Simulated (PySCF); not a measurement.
# How the numerical set-up moves the result for BSe⁻

Aim: see how much the energy and properties of BSe⁻ depend on the numerical set-up.

Computed with PySCF 2.14.0. Level: method and basis as typed in the scripts.

## 1. Starting geometry

BSe⁻: 2 atoms, charge -1, spin multiplicity 1.

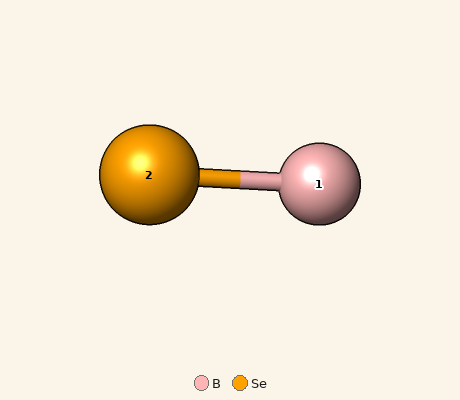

The starting geometry (boron pink, selenium orange); atoms are numbered from 1 in the order of the file.

## 2. The run that the others are compared with

Input file input.py:

```python
from pyscf import gto, scf, mp

mol = gto.M(
    atom='B 0 0 0; Se 0 0 1.827',
    basis='def2-svp',
    charge=-1,
    spin=0,
    verbose=4,
)
mf = scf.RHF(mol)
mf.kernel()
mp.MP2(mf, frozen=10).kernel()
mf.dip_moment()
print('orbital energies (hartree):', mf.mo_energy[..., max(0, mol.nelec[1]-3):mol.nelec[0]+3].round(4))
```

Launch:

```sh
$ python input.py
```

The log of this run is left out.

Base result: E(SCF) = -2424.193764 Eh, 10 cycles, E(MP2) − E(SCF) = -0.30454 Eh.

The bond length is a typed value, not an optimised one. The dipole of an ion depends on the origin.

## 3. Crenbl (core potential on)

Edit 1 changes basis set: def2-svp → crenbl; core potential: off → on; frozen orbitals: 10 → none. The core potential changes with it: totals don't compare.

input.py, as its differences from that of step 2:

```diff
@@ -4,3 +4,4 @@
     atom='B 0 0 0; Se 0 0 1.827',
-    basis='def2-svp',
+    basis='crenbl',
+    ecp={'B': 'crenbl', 'Se': 'crenbl'},
     charge=-1,
@@ -11,3 +12,3 @@
 mf.kernel()
-mp.MP2(mf, frozen=10).kernel()
+mp.MP2(mf).kernel()
 mf.dip_moment()
```

Launch:

```sh
$ python input.py
```

The log of the run (excerpt; [...] marks lines left out):

```text
[lines on the frontier levels of each cycle are left out]
PySCF version 2.14.0

[INPUT] verbose = 4
[INPUT] num. atoms = 2
[INPUT] num. electrons = 20
[INPUT] charge = -1
[INPUT] spin (= nelec alpha-beta = 2S) = 0
[INPUT] symmetry False subgroup None
[INPUT] Mole.unit = angstrom
[INPUT] Symbol           X                Y                Z      unit          X                Y                Z       unit  Magmom
[INPUT]  1 B      0.000000000000   0.000000000000   0.000000000000 AA    0.000000000000   0.000000000000   0.000000000000 Bohr   0.0
[INPUT]  2 Se     0.000000000000   0.000000000000   1.827000000000 AA    0.000000000000   0.000000000000   3.452529629580 Bohr   0.0

nuclear repulsion = 13.9028495479803
number of shells = 18
number of NR pGTOs = 48
number of NR cGTOs = 48
basis = crenbl
ecp = {'B': 'crenbl', 'Se': 'crenbl'}

******** <class 'pyscf.scf.hf.RHF'> ********
method = RHF
initial guess = minao
damping factor = 0
level_shift factor = 0
DIIS = <class 'pyscf.scf.diis.CDIIS'>
diis_start_cycle = 1
diis_space = 8
diis_damp = 0
SCF conv_tol = 1e-09
SCF conv_tol_grad = None
SCF max_cycles = 50
direct_scf = True
direct_scf_tol = 1e-13
Set gradient conv threshold to 3.16228e-05
Initial guess from minao.
init E= -129.285519976445
cycle= 1 E= -134.003344998868  delta_E= -4.72  |g|= 0.508  |ddm|= 2.42
cycle= 2 E= -134.049931919107  delta_E= -0.0466  |g|= 0.257  |ddm|= 1.02
cycle= 3 E= -134.069534249931  delta_E= -0.0196  |g|= 0.058  |ddm|= 0.383
cycle= 4 E= -134.070980923349  delta_E= -0.00145  |g|= 0.0118  |ddm|= 0.146
cycle= 5 E= -134.071160426657  delta_E= -0.00018  |g|= 0.00343  |ddm|= 0.0844
cycle= 6 E= -134.071175460523  delta_E= -1.5e-05  |g|= 0.000966  |ddm|= 0.0257
cycle= 7 E= -134.071176361772  delta_E= -9.01e-07  |g|= 0.000293  |ddm|= 0.00403
cycle= 8 E= -134.071176432491  delta_E= -7.07e-08  |g|= 6.67e-05  |ddm|= 0.00121
cycle= 9 E= -134.07117643788  delta_E= -5.39e-09  |g|= 1.58e-05  |ddm|= 0.000436
cycle= 10 E= -134.071176438151  delta_E= -2.72e-10  |g|= 1.87e-06  |ddm|= 0.000144
Extra cycle  E= -134.071176438154  delta_E= -2.56e-12  |g|= 7.93e-07  |ddm|= 1.01e-05
converged SCF energy = -134.071176438154

******** <class 'pyscf.mp.mp2.RMP2'> ********
nocc = 10, nmo = 48
E(RMP2) = -134.440399814574  E_corr = -0.3692233764198
E(SCS-RMP2) = -134.412850329264  E_corr = -0.341673891109771
E_corr(same-spin) = -0.116993262223833
E_corr(oppo-spin) = -0.252230114195967

WARN: System has nonzero charge -1; the dipole moment is origin-dependent.
Location of origin: [0. 0. 0.]

Dipole moment(X, Y, Z, Debye): -0.00000,  0.00000, -3.47353
orbital energies (hartree): [-0.1423 -0.1423 -0.1034  0.2933  0.2933  0.3503]
```

It took 1.2 s on 1 thread, shared host.

This run: E(SCF) = -134.071176 Eh, 10 cycles, E(MP2) − E(SCF) = -0.36922 Eh.

## 4. Cartesian functions on

Edit 2 changes Cartesian functions: off → on.

input.py, as its differences from that of step 2:

```diff
@@ -7,2 +7,3 @@
     spin=0,
+    cart=True,
     verbose=4,
```

Launch:

```sh
$ python input.py
```

The log of the run (excerpt; [...] marks lines left out):

```text
[lines on the frontier levels of each cycle are left out]
PySCF version 2.14.0

[INPUT] verbose = 4
[INPUT] num. atoms = 2
[INPUT] num. electrons = 40
[INPUT] charge = -1
[INPUT] spin (= nelec alpha-beta = 2S) = 0
[INPUT] symmetry False subgroup None
[INPUT] Mole.unit = angstrom
[INPUT] Cartesian GTO integrals (6d 10f)
[INPUT] Symbol           X                Y                Z      unit          X                Y                Z       unit  Magmom
[INPUT]  1 B      0.000000000000   0.000000000000   0.000000000000 AA    0.000000000000   0.000000000000   0.000000000000 Bohr   0.0
[INPUT]  2 Se     0.000000000000   0.000000000000   1.827000000000 AA    0.000000000000   0.000000000000   3.452529629580 Bohr   0.0

nuclear repulsion = 49.2392588157635
number of shells = 18
number of NR pGTOs = 105
number of NR cGTOs = 50
basis = def2-svp
ecp = {}

******** <class 'pyscf.scf.hf.RHF'> ********
method = RHF
initial guess = minao
damping factor = 0
level_shift factor = 0
DIIS = <class 'pyscf.scf.diis.CDIIS'>
diis_start_cycle = 1
diis_space = 8
diis_damp = 0
SCF conv_tol = 1e-09
SCF conv_tol_grad = None
SCF max_cycles = 50
direct_scf = True
direct_scf_tol = 1e-13
Set gradient conv threshold to 3.16228e-05
Initial guess from minao.
init E= -2423.15610355489
cycle= 1 E= -2424.15319417088  delta_E= -0.997  |g|= 0.316  |ddm|= 3.48
cycle= 2 E= -2424.18585895144  delta_E= -0.0327  |g|= 0.206  |ddm|= 0.781
cycle= 3 E= -2424.19737027619  delta_E= -0.0115  |g|= 0.0418  |ddm|= 0.269
cycle= 4 E= -2424.19831555583  delta_E= -0.000945  |g|= 0.0128  |ddm|= 0.0881
cycle= 5 E= -2424.1984801032  delta_E= -0.000165  |g|= 0.00295  |ddm|= 0.0474
cycle= 6 E= -2424.19849035293  delta_E= -1.02e-05  |g|= 0.0011  |ddm|= 0.0109
cycle= 7 E= -2424.19849149347  delta_E= -1.14e-06  |g|= 0.000346  |ddm|= 0.00358
cycle= 8 E= -2424.19849159524  delta_E= -1.02e-07  |g|= 7.7e-05  |ddm|= 0.00114
cycle= 9 E= -2424.19849160013  delta_E= -4.89e-09  |g|= 1.11e-05  |ddm|= 0.000386
cycle= 10 E= -2424.19849160026  delta_E= -1.28e-10  |g|= 1.29e-06  |ddm|= 9.11e-05
Extra cycle  E= -2424.19849160026  delta_E= -5e-12  |g|= 4.99e-07  |ddm|= 6.55e-06
converged SCF energy = -2424.19849160026

******** <class 'pyscf.mp.mp2.RMP2'> ********
nocc = 10, nmo = 40
frozen orbitals 10
E(RMP2) = -2424.50918611386  E_corr = -0.31069451359933
E(SCS-RMP2) = -2424.48945364436  E_corr = -0.290962044097307
E_corr(same-spin) = -0.0944669679483342
E_corr(oppo-spin) = -0.216227545650996

WARN: System has nonzero charge -1; the dipole moment is origin-dependent.
Location of origin: [0. 0. 0.]

Dipole moment(X, Y, Z, Debye): -0.00000,  0.00000, -3.22425
orbital energies (hartree): [-0.1335 -0.1335 -0.0963  0.3114  0.3114  0.4681]
```

Wall time 1.2 s (1 thread, shared host).

This run: E(SCF) = -2424.198492 Eh (-0.1286 eV from the base), 10 cycles, E(MP2) − E(SCF) = -0.31069 Eh.

## 5. Aug-cc-pvdz

Edit 3 changes basis set: def2-svp → aug-cc-pvdz.

input.py, as its differences from that of step 2:

```diff
@@ -4,3 +4,3 @@
     atom='B 0 0 0; Se 0 0 1.827',
-    basis='def2-svp',
+    basis='aug-cc-pvdz',
     charge=-1,
```

Launch:

```sh
$ python input.py
```

The log of the run (excerpt; [...] marks lines left out):

```text
[lines on the frontier levels of each cycle are left out]
PySCF version 2.14.0

[INPUT] verbose = 4
[INPUT] num. atoms = 2
[INPUT] num. electrons = 40
[INPUT] charge = -1
[INPUT] spin (= nelec alpha-beta = 2S) = 0
[INPUT] symmetry False subgroup None
[INPUT] Mole.unit = angstrom
[INPUT] Symbol           X                Y                Z      unit          X                Y                Z       unit  Magmom
[INPUT]  1 B      0.000000000000   0.000000000000   0.000000000000 AA    0.000000000000   0.000000000000   0.000000000000 Bohr   0.0
[INPUT]  2 Se     0.000000000000   0.000000000000   1.827000000000 AA    0.000000000000   0.000000000000   3.452529629580 Bohr   0.0

nuclear repulsion = 49.2392588157635
number of shells = 17
number of NR pGTOs = 121
number of NR cGTOs = 59
basis = aug-cc-pvdz
ecp = {}

******** <class 'pyscf.scf.hf.RHF'> ********
method = RHF
initial guess = minao
damping factor = 0
level_shift factor = 0
DIIS = <class 'pyscf.scf.diis.CDIIS'>
diis_start_cycle = 1
diis_space = 8
diis_damp = 0
SCF conv_tol = 1e-09
SCF conv_tol_grad = None
SCF max_cycles = 50
direct_scf = True
direct_scf_tol = 1e-13
Set gradient conv threshold to 3.16228e-05
Initial guess from minao.
init E= -2423.59365870441
cycle= 1 E= -2424.44810199748  delta_E= -0.854  |g|= 0.313  |ddm|= 1.27
cycle= 2 E= -2424.48384241389  delta_E= -0.0357  |g|= 0.203  |ddm|= 0.758
cycle= 3 E= -2424.4972168133  delta_E= -0.0134  |g|= 0.0337  |ddm|= 0.26
cycle= 4 E= -2424.49830633237  delta_E= -0.00109  |g|= 0.0123  |ddm|= 0.134
cycle= 5 E= -2424.49844645136  delta_E= -0.00014  |g|= 0.00479  |ddm|= 0.038
cycle= 6 E= -2424.49846982149  delta_E= -2.34e-05  |g|= 0.00131  |ddm|= 0.0139
cycle= 7 E= -2424.49847221704  delta_E= -2.4e-06  |g|= 0.000279  |ddm|= 0.00494
cycle= 8 E= -2424.49847230393  delta_E= -8.69e-08  |g|= 4.65e-05  |ddm|= 0.00115
cycle= 9 E= -2424.49847230691  delta_E= -2.99e-09  |g|= 7.92e-06  |ddm|= 0.000205
cycle= 10 E= -2424.49847230701  delta_E= -9.87e-11  |g|= 1.84e-06  |ddm|= 4.08e-05
Extra cycle  E= -2424.49847230702  delta_E= -5e-12  |g|= 8.34e-07  |ddm|= 1.08e-05
converged SCF energy = -2424.49847230702

******** <class 'pyscf.mp.mp2.RMP2'> ********
nocc = 10, nmo = 49
frozen orbitals 10
E(RMP2) = -2424.71581096206  E_corr = -0.21733865503984
E(SCS-RMP2) = -2424.70798151162  E_corr = -0.209509204600855
E_corr(same-spin) = -0.0591890555157153
E_corr(oppo-spin) = -0.158149599524125

WARN: System has nonzero charge -1; the dipole moment is origin-dependent.
Location of origin: [0. 0. 0.]

Dipole moment(X, Y, Z, Debye): -0.00000,  0.00000, -3.44304
orbital energies (hartree): [-0.1526 -0.1526 -0.1157  0.1717  0.1815  0.1815]
```

Run time: 1.5 s. Hardware: 1 thread, shared host.

Outcome: E(SCF) = -2424.498472 Eh (-8.2915 eV from the base), 10 cycles, E(MP2) − E(SCF) = -0.21734 Eh.

## 6. Comparison

| run | E(SCF) (hartree) | from base (eV) | cycles | gap (eV) | functions | after the SCF |
| --- | --- | --- | --- | --- | --- | --- |
| base | -2424.193764 | 0 | 10 | 11.09 | 46 | MP2 correlation -8.287 eV, core frozen |
| crenbl (core potential on) | -134.071176 | not comparable | 10 | 10.79 | 48 | MP2 correlation -10.047 eV |
| Cartesian functions on | -2424.198492 | -0.1286 | 10 | 11.09 | 50 | MP2 correlation -8.454 eV, core frozen |
| aug-cc-pvdz | -2424.498472 | -8.2915 | 10 | 7.82 | 59 | MP2 correlation -5.914 eV, core frozen |

Wall time on 1 thread, shared host, start-up included: base 1.3 s; crenbl (core potential on) 1.2 s; Cartesian functions on 1.2 s; aug-cc-pvdz 1.5 s.

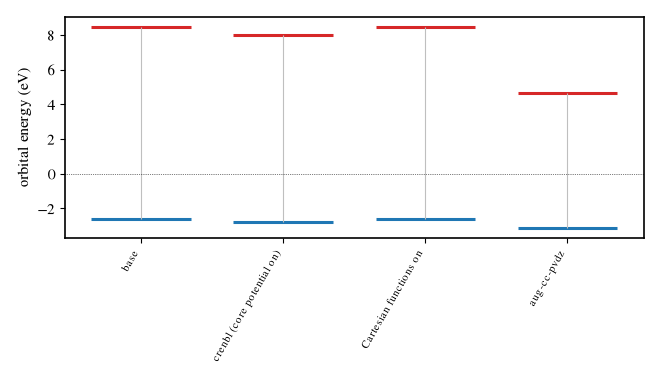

Frontier levels by run: filled blue, empty red.

What this shows: The largest comparable shift of the SCF energy, -8.292 eV, comes with the run “aug-cc-pvdz”. aug-cc-pvdz (59 functions) gives an energy 8.29 eV lower than def2-svp (46).
